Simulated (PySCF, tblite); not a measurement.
**C3H10BNSi: geometry, infrared bands and NMR shifts**

Wanted: the infrared bands and NMR shifts of C3H10BNSi (`[BH3-][N+]#CCC[SiH3]`), by calculation.

The runs use tblite 0.8.0 and PySCF 2.14.0, with density-fitted response routines of our own; the level of theory stands in each step. All values are computed, except where a source is named. Atoms are numbered from 0 throughout.

**1. The molecule as given**

16 atoms, charge 0, multiplicity 1; geometry from: force field or distance geometry start.

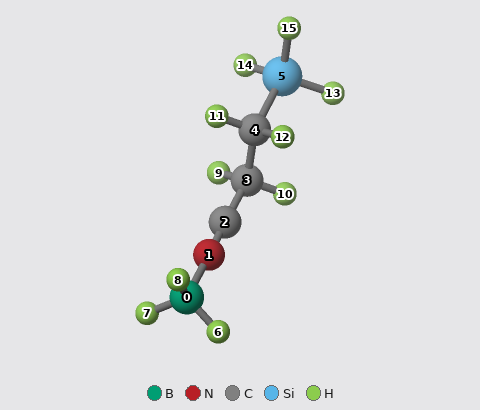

The starting geometry (boron teal, nitrogen red, carbon grey, silicon blue, hydrogen green), atoms numbered.

**2. Relaxing the molecule with GFN2-xTB**

Job settings and geometry (Å):

```
{"job": {"kind": "relax", "xc": "GFN2-xTB", "basis": "xTB"}, "charge": 0, "multiplicity": 1}
B      3.480000     0.517300    -0.748900
N      2.071400     0.069000    -0.529400
C      0.998400    -0.293300    -0.338100
C     -0.389400    -0.730200    -0.123700
C     -1.211800     0.378500     0.530400
Si    -2.979100    -0.179700     0.815000
H      3.694600     0.550300    -1.921600
H      4.233100    -0.227800    -0.213100
H      3.617300     1.608300    -0.290700
H     -0.372600    -1.626800     0.556700
H     -0.835400    -1.030400    -1.093000
H     -0.771100     0.668300     1.501200
H     -1.236600     1.269900    -0.134400
H     -3.587400    -0.550000    -0.467200
H     -2.978700    -1.333100     1.719700
H     -3.740200     0.918600     1.443700
```

Launch:

```
$ OMP_NUM_THREADS=1 python probes_run.py task.json out
```

This one command runs all jobs of the session in turn.

**Question.** This job is followed by: GFN2-xTB harmonic vibrations, gas phase; GIAO PBE0/pcSseg-1 NMR shielding, non-relativistic, gas phase. Predict these results of the whole session: strongest single infrared mode (GFN2-xTB); zero-point energy (GFN2-xTB); ¹³C shifts against TMS (PBE0/pcSseg-1); ¹H shifts against TMS (PBE0/pcSseg-1, means over atoms taken as alike); ¹¹B shifts against BF3·OEt2 (PBE0/pcSseg-1); ¹⁵N shifts against NH3 (PBE0/pcSseg-1); ²⁹Si shifts against TMS (PBE0/pcSseg-1).

As calculated:

| quantity | value |
| --- | --- |
| strongest single infrared mode (GFN2-xTB) | 789 cm⁻¹, 459 km/mol |
| zero-point energy (GFN2-xTB) | 73.6 kcal/mol |
| ¹³C shifts against TMS (PBE0/pcSseg-1) | 116.5, 16.3, 8.6 ppm |
| ¹H shifts against TMS (PBE0/pcSseg-1, means over atoms taken as alike) | 3.92, 2.48, 1.87, 1.19 ppm |
| ¹¹B shifts against BF3·OEt2 (PBE0/pcSseg-1) | -43.4 ppm |
| ¹⁵N shifts against NH3 (PBE0/pcSseg-1) | 236.4 ppm |
| ²⁹Si shifts against TMS (PBE0/pcSseg-1) | -67.2 ppm |

What this shows: Over 52 steps the energy fell by 0.137 eV; of the close pairs, C2–C3 changed most, 1.471 to 1.437 Å. The lowest mode is slightly imaginary (5i cm⁻¹), a soft motion within the noise of the Hessian, so the minimum is not strictly shown. The strongest single mode, at 789 cm⁻¹, is carried by H14, H13, Si5, H15. Unscaled tight-binding wavenumbers are off by several per cent, some by more. Its intensities can rank the bands wrongly. At PBE0/pcSseg-1: Shielding is most anisotropic at N1 (span 434 ppm, paramagnetic term -299 ppm).
